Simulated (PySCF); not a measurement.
# C$_{3}$H$_{11}$BSi (SMILES CB(C)C[SiH3]): what the fields show

Input

```
{"job": {"kind": "uv", "xc": "CAM-B3LYP", "basis": "def2-SVPD", "nstates": 8, "ntriplets": 3}, "charge": 0, "multiplicity": 1}
C     -1.258577     1.406963    -0.206880
B     -0.600292    -0.025758    -0.311474
C     -1.403424    -1.299811     0.165661
C      0.864360    -0.177512    -0.826223
Si     2.078298     0.022767     0.635329
H     -0.991777     1.837755     0.759676
H     -2.345832     1.391507    -0.245712
H     -0.905150     2.105980    -0.962437
H     -2.114718    -1.087524     0.961682
H     -0.760382    -2.114340     0.493599
H     -1.988228    -1.685110    -0.671088
H      1.140083     0.570934    -1.569578
H      1.061017    -1.157314    -1.262831
H      3.445160    -0.161901     0.133836
H      1.809040    -0.978382     1.671681
H      1.962825     1.360690     1.223351
```

Run with:

```sh
OMP_NUM_THREADS=1 python probes_run.py task.json out
```

Geometry: GFN2-xTB.

Computed with PySCF, CAM-B3LYP/def2-SVPD, SCF density, gas phase.

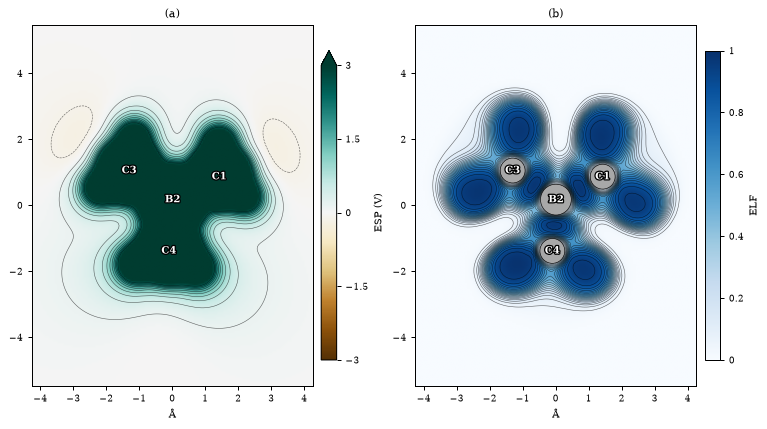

Figure 1. (a) electrostatic potential; (b) electron localisation function on the plane of atoms C1, B2 and C3. Grey discs cover the atomic cores in the ELF map.

What does the map show?

Answer. The section cuts through C and B sites.
C–B (1.56 Å): the ELF peaks at about 0.95 between the atoms (a covalent bond).
The potential has no marked negative region in this plane.

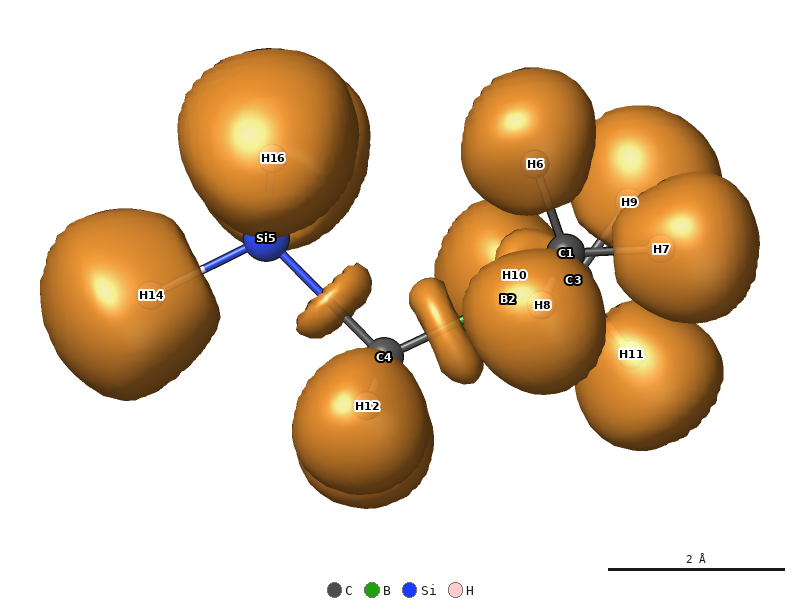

Figure 2. Isosurface of the ELF at 0.85 (orange), seen from one side. Core shells and regions of very low density are left out.

Where are the electrons localised?

Answer. The ELF exceeds this value in three regions between bonded B–C atoms (shared pairs), one region between bonded C–Si atoms (shared pairs) and eleven regions around hydrogen nuclei. Profiles from the grid: C–Si (1.91 Å): the ELF peaks at about 0.95 between the atoms; a covalent bond.

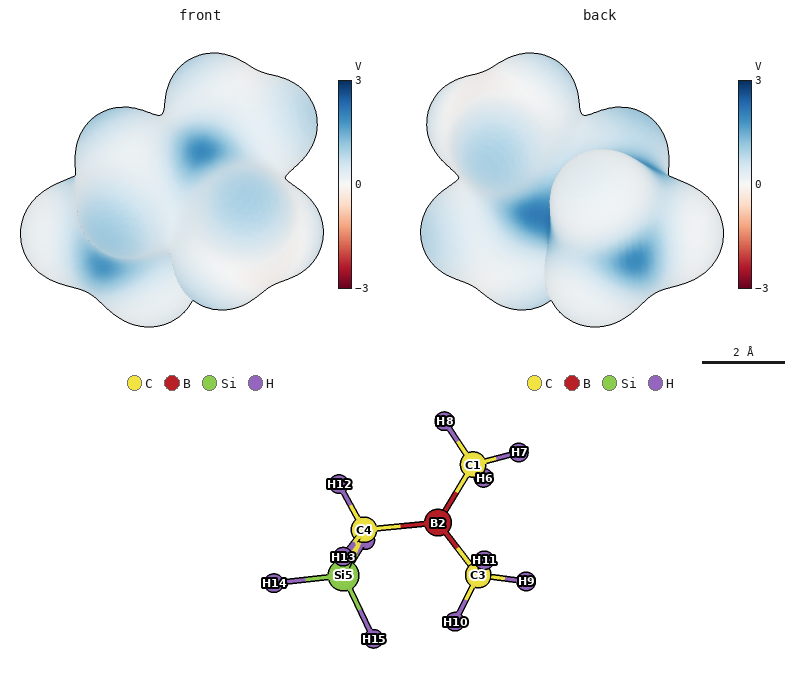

Figure 3. The electrostatic potential painted on the density surface at 0.004 e/bohr³, seen from the front and from behind; red is negative and blue positive. The bare structure is drawn below in the same view.

Where is the surface potential most negative and most positive?

Answer. The most negative region (about −0.1 V) lies over C1 and C3, the most positive (about +2.0 V) over B2 and Si5.

What dipole moment does the calculation give?

Answer. Its dipole moment is 0.44 D.
